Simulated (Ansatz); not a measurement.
# LaSi2Ru2C, from a guessed structure to a relaxed one, part 2 of 2

Starting from a made-up structure for LaSi2Ru2C, the aim is the relaxed cell, its shortest contacts and, where a second run follows, its electronic structure.

Ansatz 0.2.0; DFT, PBE, plane-wave PAW, files of the set soft_1, scalar-relativistic, no spin, cell and ions relaxed at zero pressure; PAW set soft_1 (the session's first sound run).

So far: Starting point; Relaxation of the guess.

**2. Relaxation of the guess (continued)**

Relaxation path:

```
step  energy less that of the first step (eV)  largest force component (eV/Å)  pressure (GPa)  volume (Å³)
   1                                   0.0000                          1.2423            0.77        91.60
   2                                  -0.1183                          0.7709           -0.49        92.64
   3                                  -0.1455                          0.3838           -0.38        92.50
   4                                  -0.1531                          0.0517            0.14        92.27
   5                                  -0.1533                          0.0016           -0.02        92.39
  6*                                  -0.1541                          0.0012           -0.01        92.39
```

Relaxation steps marked * repeat the geometry before them on a plane-wave basis chosen anew for their cell, so energy and pressure can jump there.

Forces are held to the 16 operations that the run works with; a distortion that breaks them can't arise in this run.

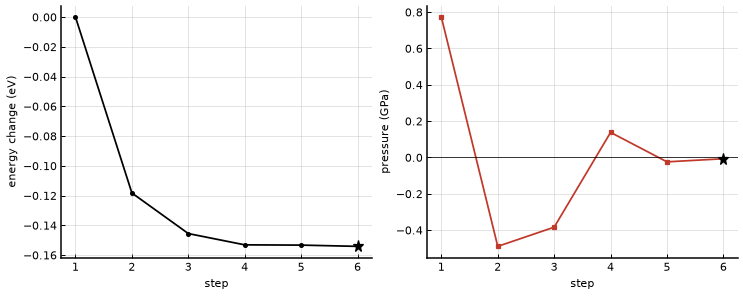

Energy and pressure along the relaxation. Stars mark steps on a basis chosen anew.

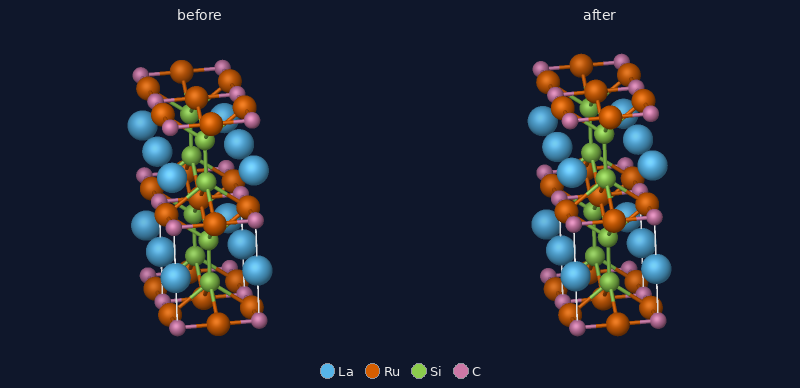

Before and after, at one scale.

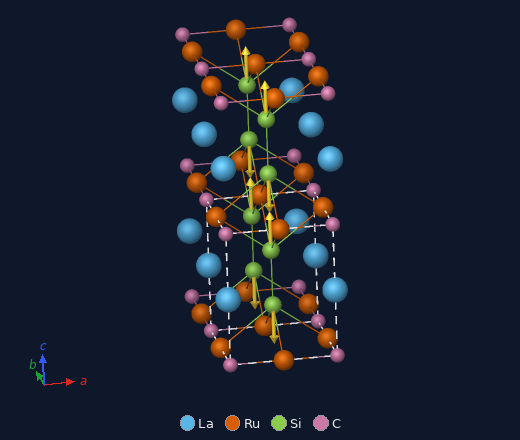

Displacements in the relaxation, exaggerated, measured against the changing cell; the longest in the cell stands for 0.04 Å. 1×2×2 cells are drawn. Some periodic images of atoms are drawn too.

```csv
"conventional cell, symmetrised",before,after,change
a (Å),4.158,4.107,-1.2 %
b (Å),4.158,4.107,-1.2 %
c (Å),5.298,5.477,+3.4 %
volume (Å³/atom),15.27,15.40,+0.9 %
```

The atoms that moved most (Å, as changes of fractional coordinates times the final cell):

```csv
atom,dx,dy,dz,length
Si5,0.000,0.000,0.038,0.038
Si4,0.000,0.000,-0.038,0.038
```

Final coordinates:

```xyz
6
Lattice="4.1071 0.0000 0.0000 0.0000 4.1071 0.0000 0.0000 0.0000 5.4769" Properties=species:S:1:pos:R:3 pbc="T T T"
La    0.0000    0.0000    2.7385
Ru    0.0000    2.0536    0.0000
Ru    2.0536    0.0000    0.0000
Si    2.0536    2.0536    1.5553
Si    2.0536    2.0536    3.9216
C     0.0000    0.0000    0.0000
```

Numbers from this step:

```
free energy             : -19532.9341 eV
energy at zero smearing : -19532.9204 eV
smearing term TS        : 0.02748 eV
Fermi energy            : 15.43 eV
electrons               : 55
symmetry operations     : 16
pressure                : -0.007125 GPa
```

The shortest distance of each pair, which need not be the same contact before and after:

| pair | guess (Å) | relaxed (Å) |
| --- | --- | --- |
| C–Ru | 2.079 | 2.054 |
| Si–Si | 2.215 | 2.366 |
| Ru–Si | 2.588 | 2.576 |
| C–La | 2.649 | 2.738 |
| Ru–Ru | 2.940 | 2.904 |

The relaxation ends with a largest force component of 0.0012 eV/Å and a pressure of -0.01 GPa.

**3. Electronic structure of the relaxed cell**

A second self-consistent run takes a narrower smearing and the mesh shown in its input; the bands follow along the standard path of the relaxed lattice.

This step: DFT, PBE, plane-wave PAW, files of the set soft_1, scalar-relativistic, no spin, bands and density of states at the relaxed cell; PAW set soft_1 (Ansatz 0.2.0).

The input, input.yaml:

```yaml
crystal:
  lattice:
    - [4.1071008207, 0.0, 0.0]
    - [0.0, 4.1071008207, 0.0]
    - [0.0, 0.0, 5.4769101705]
  atoms:
    - { symbol: La, position: [0.0, 0.0, 0.5] }
    - { symbol: Ru, position: [0.0, 0.5, 0.0] }
    - { symbol: Ru, position: [0.5, 0.0, 0.0] }
    - { symbol: Si, position: [0.5, 0.5, 0.283979703] }
    - { symbol: Si, position: [0.5, 0.5, 0.716020297] }
    - { symbol: C, position: [0.0, 0.0, 0.0] }
kpoints:
  mp_grid: { grid: [8, 8, 6] }
  band_path:
    path:
      - [[0.0, 0.0, 0.0], [0.0, 0.5, 0.0], [0.5, 0.5, 0.0], [0.0, 0.0, 0.0], [0.0, 0.0, 0.5], [0.0, 0.5, 0.5], [0.5, 0.5, 0.5], [0.0, 0.0, 0.5]]
      - [[0.0, 0.5, 0.0], [0.0, 0.5, 0.5]]
      - [[0.5, 0.5, 0.0], [0.5, 0.5, 0.5]]
    npoints: 8
scf:
  occupations: { method: fermi_dirac, width: 0.03 }
  n_extra_bands: 10
hamiltonian:
  xc: pbe
  pseudopotentials: { kind: paw, azcp: { folder: soft_1 } }
output:
  forces: true
  stress: true
  write_bands: true
  dos: { projected: true }
  write_density: true
  write_potential: true
  elf: true
  volumetric_format: npy
```

Started as:

```console
$ ansatz run input.yaml --threads 4 --pin off --max-ram 10240MiB --backend cpu --events-out ev --progress --plain --runs-dir out
```

Numbers of over 12 decimals in the logs are rounded to 6 here.

Output:

```text
La: projections on atomic orbitals take those of the free atom [Kr 4d10] 4f0 5s2 5p6 5d1 6s2, of charge +0.00 (hamiltonian.pseudopotentials.projection_atoms); the dataset's partial waves leave at most 1.9e-5 of an orbital's norm unspanned inside its sphere
[...]
Crystal: 6 atoms, lattice volume = 92.386 Å³
Basis set: ecut = 420 eV, 1811 PW (Γ), exchange–correlation on 60×60×80 points (8 copies of the dense FFT grid, shifted against one another)
Bands: 38, of which v1, the nominal top of the filled ones, is band 28 counted from 1 (27 counted from 0)
Symmetry: 16 space group operations
[...]
k-points: 60 of 384
[...]
SCF iter   1: F=—  HF=-19551.373895 eV  |F-HF|=—  |Δ(HF+E_count)|=         —  Δρ=4.48e-1  dr2=4.31e2  ethr=3.10e-3  ⟨swp⟩=6.3  Hψ=9393  notcnv=0
[...]
SCF iter  13: F=-19532.937870 eV  HF=-19532.937870 eV  |F-HF|=5.60e-10  |Δ(HF+E_count)|=   4.40e-8  Δρ=1.10e-6  dr2=1.40e-9  ethr=1.82e-10  ⟨swp⟩=15.4  Hψ=17604  notcnv=0
SCF 1 converged in 13 iterations: F = -19532.937870 eV  dr2 = 1.40e-9
[...]
NSCF: frozen V_eff on 75 k-points
SCF converged after 13 iterations
Free energy (F): -19532.937870 eV
[...]
Internal energy: -19532.929030 eV  (E = F + TS)
E sigma→0 (E₀):  -19532.933450 eV
Entropy (-TS):   -0.008840 eV (-1.473 meV/atom)
Fermi energy:    15.436387 eV
[...]
--- Forces (eV/Å), atoms counted from 1 ---
  atom   1  La    -0.00000000    -0.00000000     0.00000000
  atom   2  Ru     0.00000000     0.00000000     0.00000000
  atom   3  Ru     0.00000000    -0.00000000     0.00000000
  atom   4  Si     0.00000000     0.00000000     0.02173025
  atom   5  Si     0.00000000     0.00000000    -0.02173025
  atom   6  C      0.00000000     0.00000000     0.00000000
  max |Σ_I F_I| component: 3.47e-18 eV/Å
--- Stress (GPa, compression-positive) ---
       -0.394318       0.000000       0.000000
        0.000000      -0.394318       0.000000
        0.000000       0.000000       0.184690
  P = ⅓ Tr σ = -0.2013 GPa (-2.013 kbar)
--- Band table (eV; the first three rows and the last of 60) ---
  k-point 0: bands = [... 24 lower, 13.7846, 13.9277, 14.2244, 15.1580, 15.1580, 15.8173, 16.6936, 17.6873, ... 6 higher]
  k-point 1: bands = [... 24 lower, 13.7797, 14.2285, 14.3097, 15.3663, 15.3663, 15.8173, 16.1730, 17.9010, ... 6 higher]
  k-point 2: bands = [... 24 lower, 13.7812, 14.2529, 15.0043, 15.2847, 15.8173, 15.8812, 15.8812, 17.3614, ... 6 higher]
  k-point 59: bands = [... 24 lower, 13.6801, 14.0790, 14.3625, 16.1607, 16.1607, 16.9216, 17.0901, 17.9339, ... 6 higher]
```

Elapsed: 4.7 s, on 4 threads of Intel Xeon Platinum 8488C (Sapphire Rapids), shared host; peak memory 0.6 GiB; 17 s of CPU time.

Numbers from this step:

```
free energy             : -19532.9379 eV
energy at zero smearing : -19532.9334 eV
smearing term TS        : 0.008840 eV
Fermi energy            : 15.44 eV
pressure                : -0.2013 GPa
```

bands.tsv at the labelled points (eV, zero at the Fermi level; the bands that come nearest the Fermi level along the path):

| point | band 24 | band 25 | band 26 | band 27 | band 28 | band 29 | band 30 | band 31 |
| --- | --- | --- | --- | --- | --- | --- | --- | --- |
| Γ | -1.65 | -1.65 | -1.51 | -1.21 | -0.28 | -0.28 | 0.38 | 1.26 |
| X | -2.41 | -1.87 | -1.32 | -0.72 | 0.02 | 0.11 | 1.02 | 1.14 |
| M | -2.29 | -2.29 | -1.34 | -1.06 | 0.61 | 0.61 | 1.10 | 1.91 |
| Γ | -1.65 | -1.65 | -1.51 | -1.21 | -0.28 | -0.28 | 0.38 | 1.26 |
| Z | -1.65 | -1.65 | -1.10 | -0.72 | 0.13 | 0.38 | 0.95 | 0.95 |
| R | -3.14 | -2.46 | -2.10 | -0.06 | 0.63 | 0.87 | 1.41 | 1.44 |
| A | -1.76 | -1.76 | -1.36 | -1.07 | 0.72 | 0.72 | 1.49 | 1.65 |
| Z | -1.65 | -1.65 | -1.10 | -0.72 | 0.13 | 0.38 | 0.95 | 0.95 |
| X | -2.41 | -1.87 | -1.32 | -0.72 | 0.02 | 0.11 | 1.02 | 1.14 |
| R | -3.14 | -2.46 | -2.10 | -0.06 | 0.63 | 0.87 | 1.41 | 1.44 |
| M | -2.29 | -2.29 | -1.34 | -1.06 | 0.61 | 0.61 | 1.10 | 1.91 |
| A | -1.76 | -1.76 | -1.36 | -1.07 | 0.72 | 0.72 | 1.49 | 1.65 |

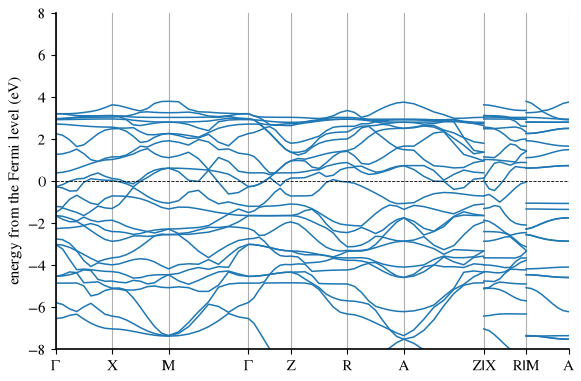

Bands along the path. 14 bands lie wholly below the window drawn.

States per cell as run, both spins, in windows of 1 eV, from dos.tsv (zero at the Fermi level):

```csv
from,to,total
-8,-7,1.35
-7,-6,1.55
-6,-5,3.20
-5,-4,4.59
-4,-3,4.59
-3,-2,4.91
-2,-1,3.06
-1,0,2.99
0,1,4.62
1,2,2.84
```

A further 28.8 states lie below the table's range.

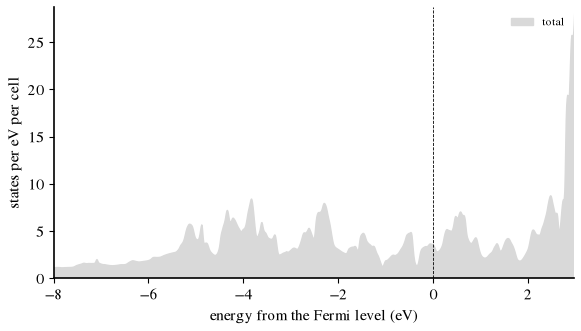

Total density of states, smoothed over about 0.04 eV.

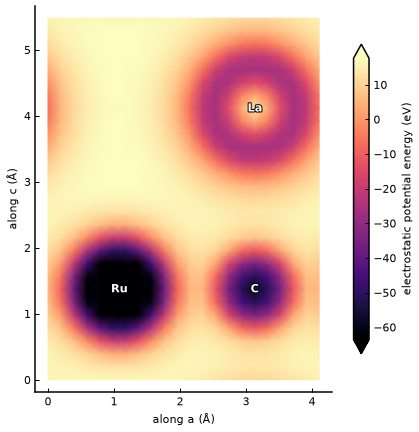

Electrostatic potential energy in the ac plane at fractional y = 0.000, with atoms of La and Ru and C within 0.2 Å of it. With pseudopotentials it is smooth inside the atoms' cores, unlike the true potential. The map starts off the cell's origin, so that atoms lie inside it.

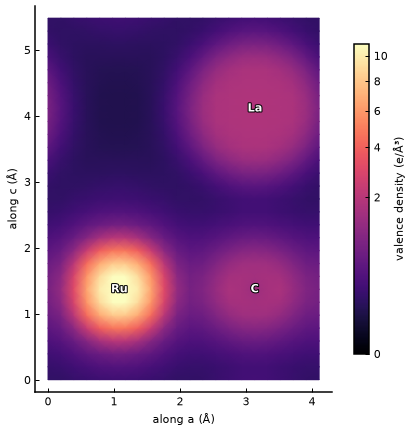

Valence density in the ac plane at fractional y = 0.000, with atoms of La and Ru and C within 0.2 Å of it. It is the smooth field of the valence electrons, not physical close to the nuclei. The map starts off the cell's origin, so that atoms lie inside it. The colour scale is stretched toward low values.

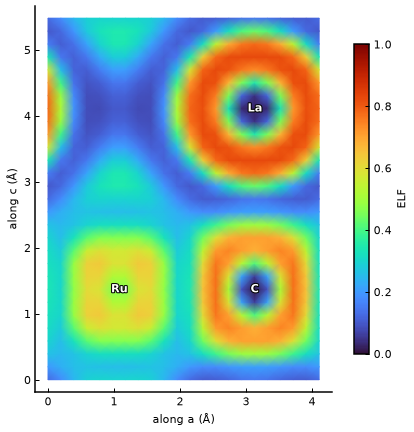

ELF in the ac plane at fractional y = 0.000, with atoms of La and Ru and C within 0.2 Å of it. It is the smooth field of the valence electrons, not physical close to the nuclei. The map starts off the cell's origin, so that atoms lie inside it.

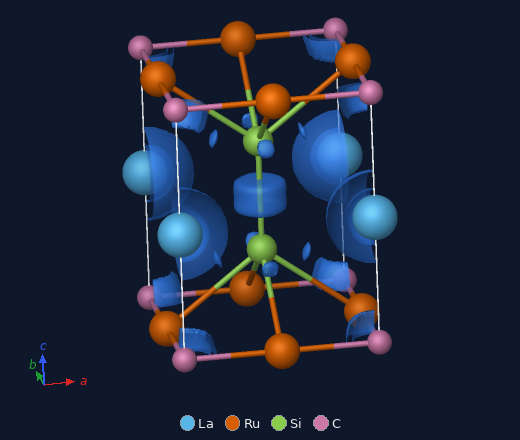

Surface of ELF = 0.75.

**4. What came out**

| Quantity | Value |
| --- | --- |
| space group, relaxed | P4/mmm |
| conventional cell | a = 4.107, b = 4.107, c = 5.477 Å; α = 90.0°, β = 90.0°, γ = 90.0° |
| volume per atom | 15.40 Å³ (guess 15.27) |

**Reading.** LaSi2Ru2C relaxes to P4/mmm with a = 4.107, b = 4.107 and c = 5.477 Å. The guessed volume was near the relaxed one. The space group P4/mmm was held in the relaxation, so the end point is a stationary structure within it and may be a saddle against distortions or other arrangements. Bands cross the Fermi level, so it is a metal or semimetal at this level. The electron count is odd, which forces that without spin polarisation or a larger cell. On the 8×8×6 mesh with the narrower smearing (relaxed on 7×7×5) the largest force component is 0.022 eV/Å and the largest stress component is 0.394 GPa, against the relaxation's thresholds of 0.015 eV/Å and 0.05 GPa. The cutoff wasn't tested. Spin-orbit coupling is left out, which can matter for elements this heavy. No dispersion term is used, so weakly bound directions may come out too long. The runs have no spin, and magnetism wasn't tested. Nothing here tests whether the compound is stable against decomposition.

[Logs are printed without paths, hosts, clocks, repeated set-up lines and the standing remarks that a program may print on its own settings, such as how far it seeks lower states.]

[Hosts, paths, dates, database ids (printed as entryN), source tags and the programs' standing remarks are cut or masked in the printed files.]
